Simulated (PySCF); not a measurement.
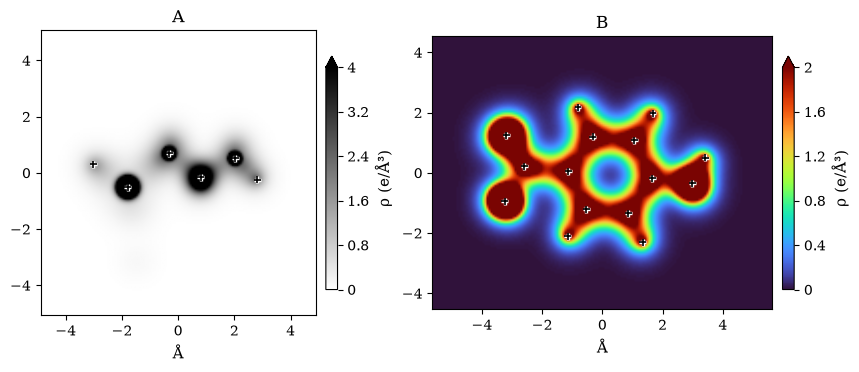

The total electron density of 2 systems, each on a plane through atoms (crosses mark nuclei in the plane).

Computed with PBE0/pcSseg-1, SCF density, gas phase, non-relativistic in PySCF 2.14.0.

System 1: C₂H₇BF₂OSi (SMILES COC[SiH2]B(F)F), the plane of atoms C1, O2 and C3. Geometry: GFN2-xTB.

```xyz
14

C    -1.7696   -1.3646    0.5430
O    -0.6932   -0.6867   -0.0503
C    -0.5491    0.6510    0.3963
Si    0.9586    1.2893   -0.5965
B     2.3870   -0.0828   -0.4483
F     3.0008   -0.6284   -1.4813
F     2.8432   -0.5523    0.6977
H    -2.7209   -0.8646    0.3218
H    -1.7806   -2.3697    0.1255
H    -1.6480   -1.4216    1.6322
H    -0.3819    0.6724    1.4824
H    -1.4670    1.2190    0.1998
H     0.5088    1.5344   -1.9724
H     1.3113    2.6042   -0.0320
```

System 2: C₇H₅FO₂, the molecular plane. Geometry: PBE0-D3(BJ)/def2-SVP.

| atom | x (Å) | y (Å) | z (Å) |
| --- | --- | --- | --- |
| O | 3.2007 | 1.2193 | 0.2161 |
| C | 2.5798 | 0.2832 | -0.1704 |
| F | 3.2098 | -0.7518 | -0.7532 |
| C | 1.1261 | 0.0801 | -0.0973 |
| C | 0.5032 | -1.0769 | -0.5878 |
| C | -0.8707 | -1.2273 | -0.4958 |
| C | -1.6471 | -0.2178 | 0.0905 |
| O | -2.9726 | -0.4094 | 0.1586 |
| C | -1.0292 | 0.9419 | 0.5809 |
| C | 0.3457 | 1.0860 | 0.4860 |
| H | 1.1099 | -1.8612 | -1.0426 |
| H | -1.3721 | -2.1209 | -0.8710 |
| H | -3.3908 | 0.3509 | 0.5778 |
| H | -1.6359 | 1.7298 | 1.0372 |
| H | 0.8422 | 1.9824 | 0.8629 |

Q: Which map belongs to which system?

A: Panel A is system 1, C₂H₇BF₂OSi: the plane holds C, O, Si and H. C–O (1.40 Å): ρ at the midpoint is about 2.1 e/Å³, with its minimum of 1.8 e/Å³ about 0.5 Å from C. Panel B is system 2, C₇H₅FO₂: the plane holds O, C, F and H. C–O (1.19 Å): ρ is about 3.5 e/Å³ halfway.
